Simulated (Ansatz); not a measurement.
# SVWN5/def2-SVPD run of BPH6 (SMILES [BH3-][PH3+])

Aim: the energy change on altering one bond length of BPH6 at SVWN5/def2-SVPD, from 2 runs. 

The calculation is run with Ansatz 0.2.0.

48 further runs of the same task are left out: 48 set aside as unsound or not needed.

## 1. The molecule

BPH6 has 8 atoms, charge 0, and is taken as a singlet. As SMILES, `[BH3-][PH3+]`. The coordinates come from a PBE0-D4/def2-TZVP relaxation.

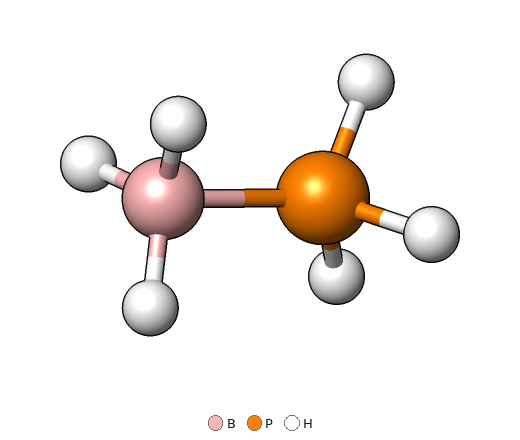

Viewed from a chosen angle; boron pink, phosphorus orange, hydrogen white.

## 2. A single-point energy at SVWN5/def2-SVPD

Input file molecule.yaml:

```yaml
crystal:
  periodic: [false, false, false]
  atoms:
    - {symbol: B, position_ang: [-0.556100, 0.227200, -0.914000]}
    - {symbol: P, position_ang: [0.433900, -0.181600, 0.667700]}
    - {symbol: H, position_ang: [-1.693400, 0.343100, -0.520100]}
    - {symbol: H, position_ang: [-0.367800, -0.730200, -1.628000]}
    - {symbol: H, position_ang: [-0.055500, 1.254200, -1.309900]}
    - {symbol: H, position_ang: [0.418800, 0.755700, 1.718800]}
    - {symbol: H, position_ang: [1.823100, -0.380300, 0.547100]}
    - {symbol: H, position_ang: [0.089200, -1.345200, 1.382600]}
basis:
  gaussian: {orbitals: def2-SVPD}
hamiltonian: {xc: {name: SVWN5}}
accuracy: high
output: {orbitals: {seedname: orbitals}}
```

On the command line:

```sh
$ ansatz run molecule.yaml --threads 1 --pin off --max-ram 3480MiB --events-out events.jsonl --progress --plain --runs-dir runs
```

Standard output:

```text
Warning: RAYON_NUM_THREADS=1 ignored (pool sized by the plan → 1); use --threads N
Functional definition: SVWN5
  name "SVWN5"
  exchange = slater_x
  correlation = vwn5_c
1856 factors; integrals over basis functions are off by at most 3.6e-9 eV
mean field evaluation 1: about -10009.5143 eV, gradient 3.9e1 eV
mean field evaluation 2: about -10000.6028 eV, gradient 5.9e1 eV
mean field evaluation 4: about -10014.9952 eV, gradient 2.6e0 eV
mean field evaluation 8: about -10015.0186 eV, gradient 1.5e-2 eV
mean field evaluation 16: about -10015.0186 eV, gradient 2.0e-7 eV
mean field -10015.01858553 eV, -368.0451445948 hartree, gradient 2.9e-8 eV, S^2 0.000000; 0 other end points of the search recorded, 0 dependent functions left out
reference -10015.01858955 eV, -368.0451447425 hartree; 13, 13 occupied and 79, 79 virtual orbitals, 1856 factors
Total energy: -10015.01858955 eV, -368.0451447425 hartree
```

Wall time 3.9 s (1 thread of Intel Xeon Platinum 8259CL at 2.50GHz (Skylake/Cascade Lake), shared host); peak memory 0.23 GiB.

## 3. The distorted shape

Input file input.yaml:

```yaml
basis:
  gaussian: {orbitals: def2-SVPD}
crystal:
  periodic: [false, false, false]
  atoms:
    - {symbol: B, position_ang: [-0.706277, -0.080894, -0.795232]}
    - {symbol: P, position_ang: [0.283723, -0.489694, 0.786468]}
    - {symbol: H, position_ang: [-1.843577, 0.035006, -0.401332]}
    - {symbol: H, position_ang: [-0.517977, -1.038294, -1.509232]}
    - {symbol: H, position_ang: [-0.055500, 1.254200, -1.309900]}
    - {symbol: H, position_ang: [0.268623, 0.447606, 1.837568]}
    - {symbol: H, position_ang: [1.672923, -0.688394, 0.665868]}
    - {symbol: H, position_ang: [-0.060977, -1.653294, 1.501368]}
accuracy: high
hamiltonian: {xc: {name: SVWN5}}
output: {orbitals: {seedname: orbitals}}
```

On the command line:

```sh
$ ansatz run input.yaml --threads 1 --pin off --max-ram 3480MiB --events-out events.jsonl --progress --plain --runs-dir runs
```

Standard output:

```text
Warning: RAYON_NUM_THREADS=1 ignored (pool sized by the plan → 1); use --threads N
Functional definition: SVWN5
  name "SVWN5"
  exchange = slater_x
  correlation = vwn5_c
1872 factors; integrals over basis functions are off by at most 3.5e-9 eV
mean field evaluation 1: about -10009.5936 eV, gradient 3.6e1 eV
mean field evaluation 2: about -10002.7557 eV, gradient 5.2e1 eV
mean field evaluation 4: about -10014.2733 eV, gradient 1.6e0 eV
mean field evaluation 8: about -10014.2830 eV, gradient 8.7e-2 eV
mean field evaluation 16: about -10014.2830 eV, gradient 5.0e-6 eV
mean field -10014.28297861 eV, -368.0181115390 hartree, gradient 3.6e-8 eV, S^2 0.000000; 0 other end points of the search recorded, 0 dependent functions left out
reference -10014.28298298 eV, -368.0181116997 hartree; 13, 13 occupied and 79, 79 virtual orbitals, 1872 factors
Total energy: -10014.28298298 eV, -368.0181116997 hartree
```

Run time: 4.5 s. Hardware: 1 thread of Intel Xeon Platinum 8259CL at 2.50GHz (Skylake/Cascade Lake), shared host; peak memory 0.23 GiB.

## 4. Results

Level: SVWN5/def2-SVPD.

| quantity | value |
| --- | --- |
| first shape: total energy | -368.04514 Eh |
| first shape: HOMO energy | -7.28 eV |
| first shape: LUMO energy | -0.71 eV |
| first shape: HOMO–LUMO gap | 6.57 eV |
| distorted shape: total energy | -368.01811 Eh |
| distorted shape: HOMO energy | -6.63 eV |
| distorted shape: LUMO energy | -0.80 eV |
| distorted shape: HOMO–LUMO gap | 5.82 eV |
| energy change with the B1–H5 bond stretched from 1.209 to 1.572 Å | 0.736 eV |

**Reading.** With the B1–H5 bond stretched from 1.209 to 1.572 Å the energy rises by 0.74 eV (17.0 kcal/mol). The first shape isn't relaxed at this level, so the change isn't measured from a minimum.
